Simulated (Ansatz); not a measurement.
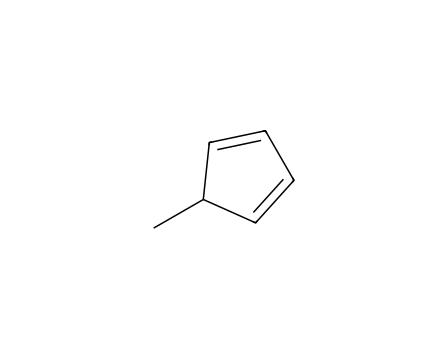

2D structure.

Give its SMILES.

Answer. CC1C=CC=C1

What is the molecular formula?

Answer. C6H8.

An optimisation with PBE0-D4/def2-TZVP gave a structure of which point group?

Answer. Cs.

The parts below concern this one geometry. Atoms keep their numbers from picture to picture. The geometry was computed by an optimisation with PBE0-D4/def2-TZVP.

### Vibrations

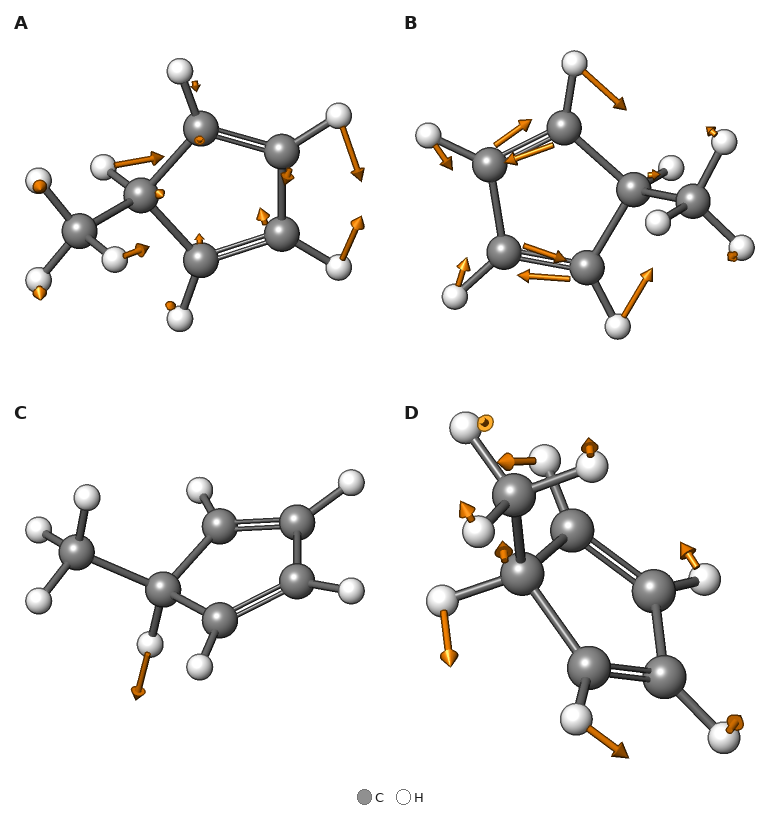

4 normal modes of one molecule or complex, as arrows. Harmonic vibrations computed with RKS PBE0-D4/def2-TZVP (Ansatz 0.2.0) at a stationary point of the same level.

Match the panels to the wavenumbers 1026 cm⁻¹, 1266 cm⁻¹, 1578 cm⁻¹, 3002 cm⁻¹.

Answer. A: 1026 cm⁻¹
B: 1578 cm⁻¹
C: 3002 cm⁻¹, C–H stretching
D: 1266 cm⁻¹

### Electronic properties

Properties computed with RKS PBE-D4/def2-TZVPP (Ansatz 0.2.0).

Computed properties:

- dipole moment: 0.53 D
- HOMO energy (Kohn–Sham orbital): −5.30 eV
- LUMO energy (Kohn–Sham orbital): −1.49 eV
- HOMO–LUMO gap: 3.81 eV
- dispersion correction: −30.8 kJ/mol

### Charges

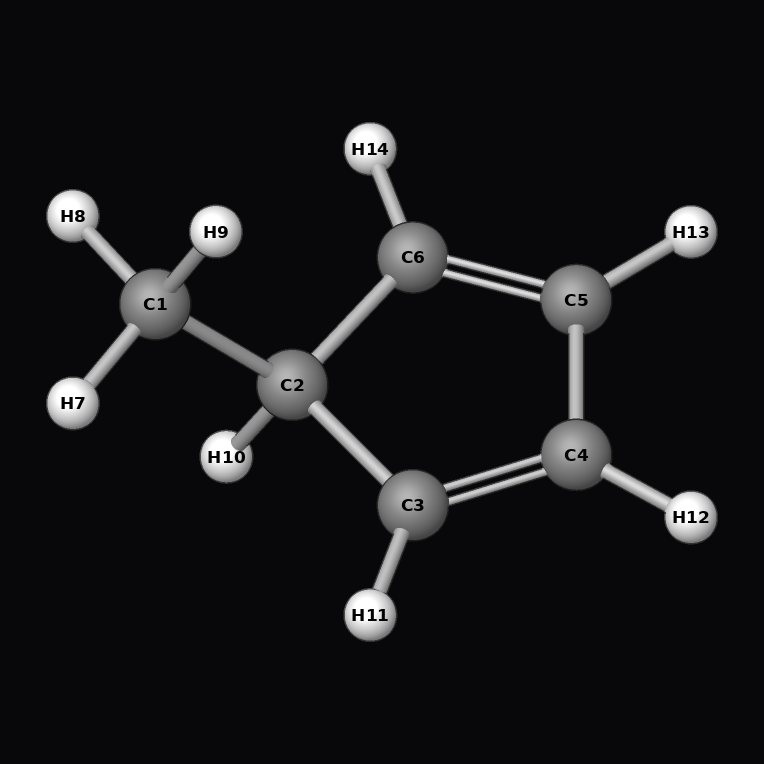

The questions are on Mulliken charges. Method: RKS r2SCAN-D4/def2-TZVPP (Ansatz 0.2.0).

Which atom carries the highest charge (most positive or least negative)?

Answer. C2 (0.23 e).

And the lowest?

Answer. C3, C6 (−0.22 e).

Give the Mulliken charges atom by atom.

| atom | value (e) |
| --- | --- |
| C1 | −0.15 |
| C2 | 0.23 |
| C3 | −0.22 |
| C4 | −0.10 |
| C5 | −0.10 |
| C6 | −0.22 |
| H7 | 0.05 |
| H8 | 0.05 |
| H9 | 0.06 |
| H10 | 0.02 |
| H11 | 0.10 |
| H12 | 0.09 |
| H13 | 0.09 |
| H14 | 0.10 |

Mulliken values depend strongly on the basis set and can even reverse the polarity of a bond.
